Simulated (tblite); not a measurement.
# C3H13FSi3: the cost of one run

The runs use tblite 0.8.0 and PySCF 2.14.0, with density-fitted response routines of our own; the level of theory stands in each step. All values are computed, except where a source is named. Atoms are numbered from 0 throughout.

**1. The starting structure**

20 atoms, charge 0, multiplicity 1; geometry from: force field or distance geometry start.

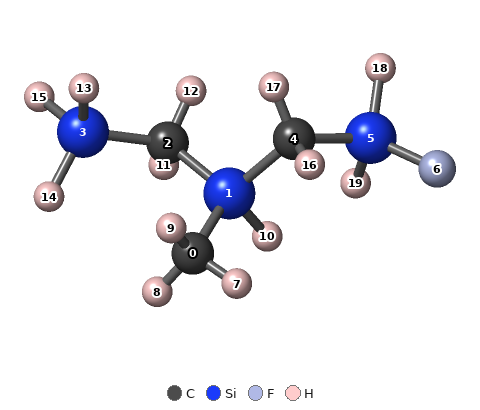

The starting geometry (carbon dark grey, silicon blue, fluorine light blue, hydrogen pink), atoms numbered.

**2. Optimising the geometry with GFN2-xTB**

What the job is given:

```
{"job": {"kind": "relax", "xc": "GFN2-xTB", "basis": "xTB"}, "charge": 0, "multiplicity": 1}
C      0.546100    -2.033800    -0.171600
Si    -0.159600    -0.399500     0.321400
C      1.061200     0.898600     0.769400
Si     2.756400     0.689700     0.096700
C     -1.343900     0.190300    -0.972800
Si    -2.882900     0.767400    -0.085400
F     -4.183800    -0.135000    -0.623500
H     -0.327800    -2.719900    -0.289100
H      1.190700    -2.518200     0.589100
H      1.027600    -2.027300    -1.167500
H     -0.978700    -0.656700     1.546500
H      1.075500     1.002000     1.881200
H      0.645600     1.874600     0.389800
H      2.824800     0.882300    -1.356800
H      3.371200    -0.578700     0.480200
H      3.606100     1.745000     0.702800
H     -1.638000    -0.690900    -1.582600
H     -0.890800     0.989900    -1.590100
H     -3.028800     2.204100    -0.313200
H     -2.676200     0.526800     1.372600
```

Launch:

```console
$ OMP_NUM_THREADS=1 python probes_run.py task.json out
```

This one command runs all jobs of the session in turn.

Q: Estimate the wall time of this first job on 1 thread of Arm Neoverse N1, shared host.

About 3.7 s.
